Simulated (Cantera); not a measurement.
Feed: 1 mol Si₂H₆, 0.88 mol O₃, 0.63 mol H₂, held at 6.80 mbar.

Cantera equilibrium calculation (NASA polynomials, part measured and part estimated; ideal gas, pure solids and liquids). Candidate condensed phases: H₂O, Si, SiO₂; 18 gas species. The feed counts by its element totals alone. Mutual solubility and eutectic melting of coexisting phases are not modelled. The tables hold silica as quartz up to 1696 K and as liquid above; real silica turns to tridymite and cristobalite and melts near 1996 K. Rates play no part.

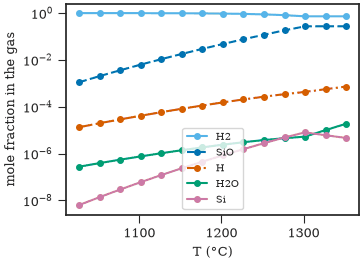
Figure: Equilibrium gas composition (values under 1e-9 drawn at 1e-9)

Read off the mole fractions at 1102 °C.

H₂ about 0.99, SiO about 0.0063, H about 4.1e-5, H₂O about 7.6e-7, Si about 6.0e-8.
